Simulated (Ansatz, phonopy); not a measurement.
# Grüneisen parameters and expansion of ReS (hypothetical, F-43m), part 3 of 3

Wanted: mode Grüneisen parameters of ReS (hypothetical) and a free-energy fit over volumes. The crystal structure is hypothetical: it was made by swapping elements on a known structure type.

Ansatz 0.2.0; DFT PBEsol, scalar-relativistic, plane waves, PAW.

So far. Step 10 (Phonons, V/V0 0.985): The lowest solved frequency is -125 cm⁻¹, so the cell is unstable here and gives no valid free energy. The highest zone-centre mode (no LO–TO term) moved by +2.4 % for a volume change of -1.5 %. Step 11 (Single point at a scaled cell, V/V0 1.03): The run ends at a pressure of -5.39 GPa.

### Step 12. Phonons, V/V0 1.03

Phonons at this volume give one point of F(V, T); meshes stay fixed along the series.

input.yaml reads:

```yaml
crystal:
  lattice:
    - [0.0, 2.6175473069, 2.6175473069]
    - [2.6175473069, 0.0, 2.6175473069]
    - [2.6175473069, 2.6175473069, 0.0]
  atoms:
    - { symbol: Re, position: [0.0, 0.0, 0.0] }
    - { symbol: S, position: [0.25, 0.25, 0.25] }
kpoints:
  mp_grid: { grid: [16, 16, 16] }
hamiltonian:
  xc: pbesol
scf:
  occupations: { method: methfessel_paxton, width: 0.15 }
output:
  eigenvalues: true
phonons:
  method: dfpt
  qmesh: [4, 4, 4]
  temperatures: { t_max: 1000, t_step: 50 }
  qpath:
    path:
      - [[0.0, 0.0, 0.0], [-0.5, -0.5, 0.0], [-0.375, -0.375, 0.25]]
      - [[-0.375, 0.0, 0.375], [0.0, 0.0, 0.0], [0.0, 0.0, 0.5], [-0.5, -0.25, 0.25], [-0.5, -0.5, 0.0]]
    npoints: 10
```

Command:

```sh
$ ansatz run input.yaml --threads 4 --pin off --max-ram 8192MiB --backend cpu --events-out ev --progress --plain --runs-dir out
```

Numbers of over 12 decimals in the logs are rounded to 6 here.

The log of the run:

```text
[...]
Crystal: 2 atoms, lattice volume = 35.869 Å³
Basis set: ecut = 420 eV, 725 PW (Γ), exchange–correlation on 50×50×50 points (8 copies of the dense FFT grid, shifted against one another)
Bands: 15, of which v1, the nominal top of the filled ones, is band 11 counted from 1 (10 counted from 0)
Symmetry: 24 space group operations
k-points: 145 of 4096 (time reversal used)
[...]
k-point 144: bands = [... 7 lower, 8.8489, 10.9335, 12.1090, 13.4665, 14.7040, 16.1966, 21.2100, 21.4055]
[...]
ASR residual: 5.232e-6 → 0.000e0 eV/Å²; symmetrization residual: 1.388e-7 eV/Å²
  ASR residual per site (eV/Å²): 5.23e-6 4.25e-6
  Γ frequencies (cm⁻¹): 0.00 0.00 0.00 403.15 403.15 403.15
--- Phonons (arbitrary-q DFPT): 8 irreducible q on the 4×4×4 mesh ---
[...]
interpolated dispersion: 62 rows × 6 modes
[...]
[key lines of the parts left out:]
SCF converged after 10 iterations
Free energy (F): -11621.542260 eV
Fermi energy:    13.508898 eV
```

Elapsed: 7.7 min, on 4 threads of Arm Neoverse V1, shared host; peak memory 4.6 GiB; 30 min of CPU time.

No LO-TO term. Phonon branches along the path, in cm⁻¹:

```
    point  branch 1  branch 2  branch 3  branch 4  branch 5  branch 6
        Γ         0         0         0       403       403       403
        X        49        49       132       375       375       388
        U       -93       -34       144       363       371       390
jump to K       -93       -34       144       363       371       390
        Γ         0         0         0       403       403       403
        L        -9        -9       118       398       398       402
        W      -106       -69       150       352       381       385
        X        49        49       132       375       375       388
```

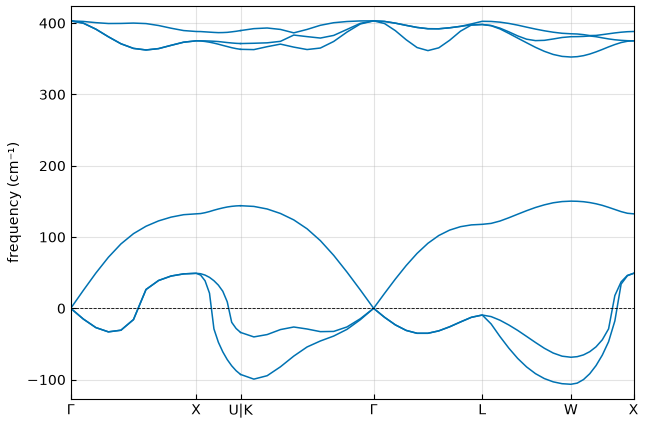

Phonon branches along the path.

The lowest solved frequency is -107 cm⁻¹, so the cell is unstable here and gives no valid free energy. The highest zone-centre mode (no LO–TO term) moved by -4.6 % for a volume change of +3.0 %.

### Step 13. A cell at another volume, V/V0 0.97

Symmetry fixes every atom, so a single point at the scaled cell gives the energy and pressure of this member.

The cell differs from the one that the last finished run ended in (a 3.702 → 3.628 Å, b 3.702 → 3.628 Å, c 3.702 → 3.628 Å).

input.yaml, the sections that differ from step 12:

```yaml
crystal:
  lattice:
    - [0.0, 2.565700995, 2.565700995]
    - [2.565700995, 0.0, 2.565700995]
    - [2.565700995, 2.565700995, 0.0]
  atoms:
    - { symbol: Re, position: [0.0, 0.0, 0.0] }
    - { symbol: S, position: [0.25, 0.25, 0.25] }
output:
  forces: true
  stress: true
  eigenvalues: true
# kpoints, hamiltonian, scf: as in step 12
# phonons: removed
```

The log of the run:

```text
[...]
Crystal: 2 atoms, lattice volume = 33.779 Å³
Basis set: ecut = 420 eV, 645 PW (Γ), exchange–correlation on 50×50×50 points (8 copies of the dense FFT grid, shifted against one another)
Bands: 15, of which v1, the nominal top of the filled ones, is band 11 counted from 1 (10 counted from 0)
Symmetry: 24 space group operations
[...]
k-points: 145 of 4096 (time reversal used)
[...]
--- Band table (eV; the first three rows and the last of 145) ---
  k-point 0: bands = [... 7 lower, 8.1053, 13.3539, 13.3539, 15.9845, 19.6740, 19.6740, 19.6740, 23.1572]
  k-point 1: bands = [... 7 lower, 8.1310, 13.3277, 13.3277, 16.1539, 19.4941, 19.7017, 19.7017, 22.8438]
  k-point 2: bands = [... 7 lower, 8.2029, 13.2689, 13.2689, 16.6030, 18.9921, 19.7152, 19.7152, 22.1433]
  k-point 144: bands = [... 7 lower, 9.8413, 11.7642, 13.0931, 14.5737, 15.9121, 17.5674, 22.5776, 23.0195]
[key lines of the parts left out:]
SCF converged after 6 iterations
Free energy (F): -11621.540052 eV
Fermi energy:    14.609600 eV
P = ⅓ Tr σ = 6.3856 GPa (63.856 kbar)
```

Elapsed: 1.5 s, on 4 threads; peak memory 0.38 GiB; 5.4 s of CPU time.

The run ends at a pressure of 6.39 GPa.

### Step 14. Phonons, V/V0 0.97

The same q-mesh and k-mesh are kept at every volume, so that much of their error can cancel in the differences.

input.yaml, the sections that differ from step 13:

```yaml
output:
  eigenvalues: true
phonons:
  method: dfpt
  qmesh: [4, 4, 4]
  temperatures: { t_max: 1000, t_step: 50 }
  qpath:
    path:
      - [[0.0, 0.0, 0.0], [-0.5, -0.5, 0.0], [-0.375, -0.375, 0.25]]
      - [[-0.375, 0.0, 0.375], [0.0, 0.0, 0.0], [0.0, 0.0, 0.5], [-0.5, -0.25, 0.25], [-0.5, -0.5, 0.0]]
    npoints: 10
# crystal, kpoints, hamiltonian, scf: as in step 13
```

The log of the run:

```text
[...]
Crystal: 2 atoms, lattice volume = 33.779 Å³
Basis set: ecut = 420 eV, 645 PW (Γ), exchange–correlation on 50×50×50 points (8 copies of the dense FFT grid, shifted against one another)
Bands: 15, of which v1, the nominal top of the filled ones, is band 11 counted from 1 (10 counted from 0)
Symmetry: 24 space group operations
k-points: 145 of 4096 (time reversal used)
[...]
k-point 144: bands = [... 7 lower, 9.8413, 11.7642, 13.0932, 14.5738, 15.9122, 17.5675, 22.5776, 23.0195]
[...]
ASR residual: 7.832e-5 → 0.000e0 eV/Å²; symmetrization residual: 2.380e-7 eV/Å²
  ASR residual per site (eV/Å²): 7.83e-5 1.06e-5
  Γ frequencies (cm⁻¹): 0.00 0.00 0.00 443.42 443.42 443.42
--- Phonons (arbitrary-q DFPT): 8 irreducible q on the 4×4×4 mesh ---
[...]
interpolated dispersion: 62 rows × 6 modes
[...]
[key lines of the parts left out:]
SCF converged after 9 iterations
Free energy (F): -11621.540052 eV
Fermi energy:    14.609671 eV
```

The job ended after 7.1 min (4 threads; peak memory 4.5 GiB; 28 min of CPU time).

The lowest solved frequency is -131 cm⁻¹, so the cell is unstable here and gives no valid free energy. The highest zone-centre mode (no LO–TO term) moved by +4.9 % for a volume change of -3.0 %.

### Step 15. Single point at a scaled cell, V/V0 1.05

Symmetry fixes every atom, so a single point at the scaled cell gives the energy and pressure of this member.

The cell differs from the one that the last finished run ended in (a 3.628 → 3.726 Å, b 3.628 → 3.726 Å, c 3.628 → 3.726 Å).

input.yaml, the sections that differ from step 14:

```yaml
crystal:
  lattice:
    - [0.0, 2.6343808712, 2.6343808712]
    - [2.6343808712, 0.0, 2.6343808712]
    - [2.6343808712, 2.6343808712, 0.0]
  atoms:
    - { symbol: Re, position: [0.0, 0.0, 0.0] }
    - { symbol: S, position: [0.25, 0.25, 0.25] }
output:
  forces: true
  stress: true
  eigenvalues: true
# kpoints, hamiltonian, scf: as in step 14
# phonons: removed
```

The log of the run:

```text
[...]
Crystal: 2 atoms, lattice volume = 36.565 Å³
Basis set: ecut = 420 eV, 725 PW (Γ), exchange–correlation on 50×50×50 points (8 copies of the dense FFT grid, shifted against one another)
Bands: 15, of which v1, the nominal top of the filled ones, is band 11 counted from 1 (10 counted from 0)
Symmetry: 24 space group operations
[...]
k-points: 145 of 4096 (time reversal used)
[...]
--- Band table (eV; the first three rows and the last of 145) ---
  k-point 0: bands = [... 7 lower, 7.0705, 12.0878, 12.0878, 14.2759, 17.8585, 17.8585, 17.8585, 21.1614]
  k-point 1: bands = [... 7 lower, 7.0930, 12.0655, 12.0655, 14.4365, 17.6808, 17.8625, 17.8625, 20.9011]
  k-point 2: bands = [... 7 lower, 7.1560, 12.0153, 12.0153, 14.8667, 17.1778, 17.8215, 17.8215, 20.3286]
  k-point 144: bands = [... 7 lower, 8.5449, 10.6762, 11.8050, 13.1243, 14.3293, 15.7743, 20.7838, 20.9031]
[key lines of the parts left out:]
SCF converged after 6 iterations
Free energy (F): -11621.511919 eV
Fermi energy:    13.168883 eV
P = ⅓ Tr σ = -8.5125 GPa (-85.125 kbar)
```

It took 1.9 s on 4 threads; peak memory 0.37 GiB.

The run ends at a pressure of -8.51 GPa.

### Step 16. Phonons, V/V0 1.05

Phonons at this volume give one point of F(V, T); meshes stay fixed along the series.

input.yaml, the sections that differ from step 15:

```yaml
output:
  eigenvalues: true
phonons:
  method: dfpt
  qmesh: [4, 4, 4]
  temperatures: { t_max: 1000, t_step: 50 }
  qpath:
    path:
      - [[0.0, 0.0, 0.0], [-0.5, -0.5, 0.0], [-0.375, -0.375, 0.25]]
      - [[-0.375, 0.0, 0.375], [0.0, 0.0, 0.0], [0.0, 0.0, 0.5], [-0.5, -0.25, 0.25], [-0.5, -0.5, 0.0]]
    npoints: 10
# crystal, kpoints, hamiltonian, scf: as in step 15
```

The log of the run:

```text
[...]
Crystal: 2 atoms, lattice volume = 36.565 Å³
Basis set: ecut = 420 eV, 725 PW (Γ), exchange–correlation on 50×50×50 points (8 copies of the dense FFT grid, shifted against one another)
Bands: 15, of which v1, the nominal top of the filled ones, is band 11 counted from 1 (10 counted from 0)
Symmetry: 24 space group operations
k-points: 145 of 4096 (time reversal used)
[...]
k-point 144: bands = [... 7 lower, 8.5450, 10.6761, 11.8050, 13.1243, 14.3292, 15.7743, 20.7838, 20.9032]
[...]
ASR residual: 9.791e-5 → 0.000e0 eV/Å²; symmetrization residual: 2.528e-7 eV/Å²
  ASR residual per site (eV/Å²): 9.79e-5 3.93e-5
  Γ frequencies (cm⁻¹): 0.00 0.00 0.00 390.54 390.54 390.54
--- Phonons (arbitrary-q DFPT): 8 irreducible q on the 4×4×4 mesh ---
[...]
interpolated dispersion: 62 rows × 6 modes
[...]
[key lines of the parts left out:]
SCF converged after 9 iterations
Free energy (F): -11621.511919 eV
Fermi energy:    13.168857 eV
```

Elapsed: 7.9 min, on 4 threads; peak memory 4.7 GiB.

No LO-TO term. Phonon branches along the path, in cm⁻¹:

```
    point  branch 1  branch 2  branch 3  branch 4  branch 5  branch 6
        Γ         0         0         0       390       390       390
        X        57        57       127       361       361       376
        U       -85       -15       139       349       357       377
jump to K       -85       -15       139       349       357       377
        Γ         0         0         0       390       390       390
        L        19        19       115       384       384       390
        W       -98       -60       145       338       369       371
        X        57        57       127       361       361       376
```

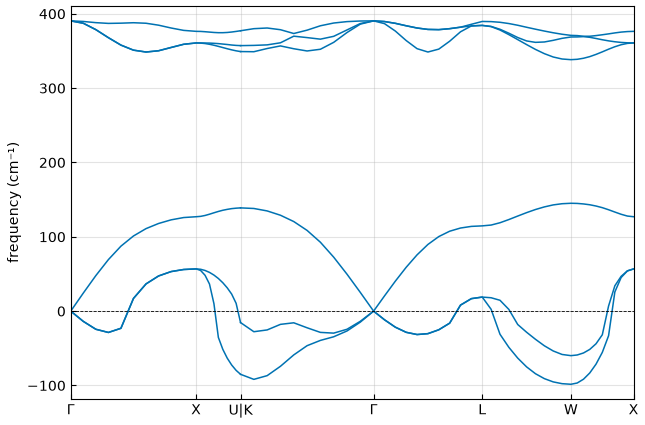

Phonon branches along the path.

The lowest solved frequency is -98.3 cm⁻¹, so the cell is unstable here and gives no valid free energy. The highest zone-centre mode (no LO–TO term) moved by -7.6 % for a volume change of +5.0 %.

### Step 17. Mode Grüneisen parameters

This step: DFT PBEsol, scalar-relativistic, plane waves, PAW (phonopy 4.10.0).

Volume series, by row:

```
 V/V0  V (Å³/atom)  pressure (GPa)  E - E0 (meV/atom)  gap (eV)  zero-point energy (meV/atom)  lowest on the path (cm⁻¹)  highest at Gamma without the LO-TO term (cm⁻¹)
 0.97        16.89           6.386              10.12         0                             -                     -131.4                                           443.4
0.985        17.15           3.062              2.457         0                             -                     -125.1                                             433
    1        17.41           0.006                  0         0                             -                     -118.9                                           422.8
1.015        17.67          -2.806              2.316         0                             -                     -112.7                                           412.9
 1.03        17.93           -5.39              9.035         0                             -                     -106.5                                           403.1
 1.05        18.28          -8.512              24.21         0                             -                     -98.35                                           390.5
```

Table of optical frequency at Gamma without the LO-TO term, mode 4 by V/V0:

```
  V/V0  optical frequency at Gamma without the LO-TO term, mode 4 (cm⁻¹)
0.9700                                                               443
0.9850                                                               433
1.0000                                                               423
1.0150                                                               413
1.0300                                                               403
1.0500                                                               391
```

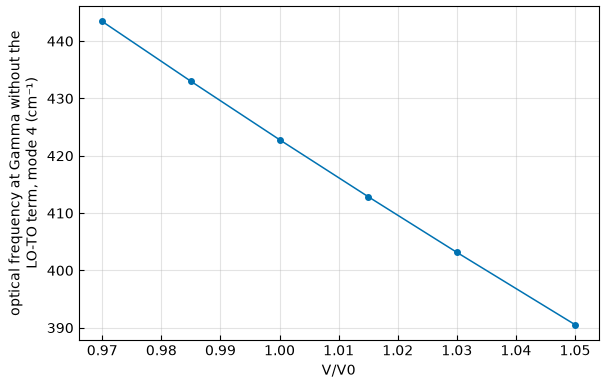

Optical frequency at Gamma without the LO-TO term, mode 4, plotted against V/V0.

### Step 18. Outcome

```
lowest frequency over the volumes : -131 cm⁻¹
```

What this shows: Imaginary modes appear at V/V0 = 0.97, 0.985, 1, 1.015, 1.03 and 1.05, so too few stable volumes remain for a free-energy fit. Mode Grüneisen parameters diverge near a vanishing branch and are not given. The softest solved mode at V/V0 = 0.97 is 131i cm⁻¹ at q = (0.25, -0.5, -0.25), and 7 of 8 solved wavevectors carry a mode beyond 8i cm⁻¹. In a metal soft modes also hang on the k-mesh and the smearing, which were not converged here. The PAW files were made for PBE and are used here under another functional, for which the program regenerates the frozen cores. The cell has an odd number of electrons and the run has no spin polarisation, so it is forced to be a metal; the real compound may order or distort.

[Logs are printed without paths, hosts, clocks, repeated set-up lines and the standing remarks that a program may print on its own settings, such as how far it seeks lower states.]

[Hosts, paths, dates, database ids (printed as entryN), source tags and the programs' standing remarks are cut or masked in the printed files.]

[A step with changed settings may run another functional than the one named; its input shows which.]

[Of the runs on displaced cells, only some may be shown.]
